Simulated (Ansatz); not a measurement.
Consider C₂N₃···C₁₂H₁₀I (SMILES N#C[N-]C#N.c1ccc([I+]c2ccccc2)cc1).

Input

```
crystal:
  periodic: [false, false, false]
  atoms:
    - {symbol: N, position_ang: [-1.715623, 1.597752, -0.331055]}
    - {symbol: C, position_ang: [-1.009515, 1.317306, 0.588647]}
    - {symbol: N, position_ang: [-0.267497, 1.060206, 1.628922]}
    - {symbol: C, position_ang: [0.657523, 0.150914, 1.725740]}
    - {symbol: N, position_ang: [1.518728, -0.663621, 1.870398]}
    - {symbol: C, position_ang: [-2.971425, -2.561862, 1.567886]}
    - {symbol: C, position_ang: [-3.302169, -1.759681, 0.464605]}
    - {symbol: C, position_ang: [-2.308645, -1.344124, -0.436875]}
    - {symbol: C, position_ang: [-1.002416, -1.771670, -0.177357]}
    - {symbol: I, position_ang: [0.515455, -1.314086, -1.636896]}
    - {symbol: C, position_ang: [1.428097, 0.613009, -1.327819]}
    - {symbol: C, position_ang: [0.828924, 1.721617, -1.935410]}
    - {symbol: C, position_ang: [1.506413, 2.946811, -1.828222]}
    - {symbol: C, position_ang: [2.722446, 3.028791, -1.131240]}
    - {symbol: C, position_ang: [3.275387, 1.891794, -0.520016]}
    - {symbol: C, position_ang: [2.625378, 0.649491, -0.605931]}
    - {symbol: C, position_ang: [-0.621776, -2.552784, 0.919016]}
    - {symbol: C, position_ang: [-1.642369, -2.952641, 1.796832]}
    - {symbol: H, position_ang: [-3.759194, -2.872556, 2.270909]}
    - {symbol: H, position_ang: [-4.338482, -1.426578, 0.304920]}
    - {symbol: H, position_ang: [-2.545928, -0.662619, -1.263354]}
    - {symbol: H, position_ang: [-0.153565, 1.660592, -2.420275]}
    - {symbol: H, position_ang: [1.057423, 3.845053, -2.278077]}
    - {symbol: H, position_ang: [3.238221, 3.997564, -1.047593]}
    - {symbol: H, position_ang: [4.210938, 1.964243, 0.054748]}
    - {symbol: H, position_ang: [3.001666, -0.228278, -0.062624]}
    - {symbol: H, position_ang: [0.431718, -2.780246, 1.130576]}
    - {symbol: H, position_ang: [-1.379714, -3.554399, 2.679547]}
basis:
  gaussian: {orbitals: def2-TZVP, fitting: {mean_field: def2-universal-jkfit}, initial_orbitals: start.molden}
hamiltonian: {xc: pbe0, dispersion: d4}
scf: {omitted_lower_state_checks: [starts]}
output: {orbitals: {seedname: orbitals}}
```

Run with:

```sh
ansatz run in.yaml --threads 2 --pin off --events-out ev --progress --plain --max-ram 32768MiB --backend cuda --devices 0, --max-vram 18GiB
```

Geometry: PBE-D4/def2-SVP; core potentials replace the inner electrons of I.

These are results of Ansatz, RKS PBE0-D4/def2-TZVP, not measurements.

### Predict the electron density and electron localisation function between the atoms.

C–C (1.40 Å): ρ at the midpoint is about 2.1 e/Å³; the ELF peaks at about 0.95 between the atoms; a covalent bond.
C–I (2.15 Å): the density is about 0.84 e/Å³ at the midpoint; the ELF peaks at about 0.85 between the atoms (localised, covalent bonding).
C–H (1.10 Å): the density is about 2 e/Å³ at the midpoint; the ELF climbs to about 1 towards the hydrogen, as it does in any bond to H: an ordinary covalent bond to hydrogen.

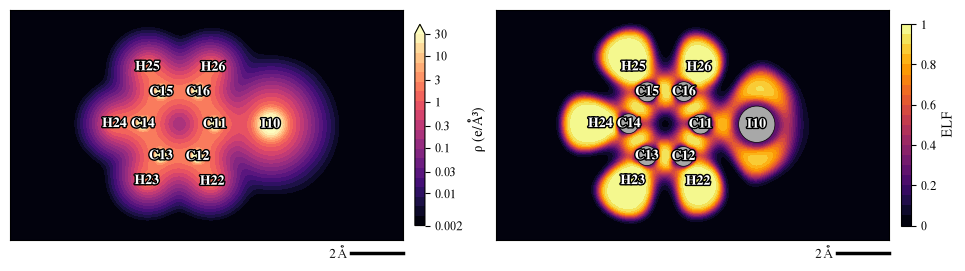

Computed electron density and electron localisation function on the plane of atoms C11, C12 and C13, in this order. Grey discs cover the atomic cores in the ELF map. 
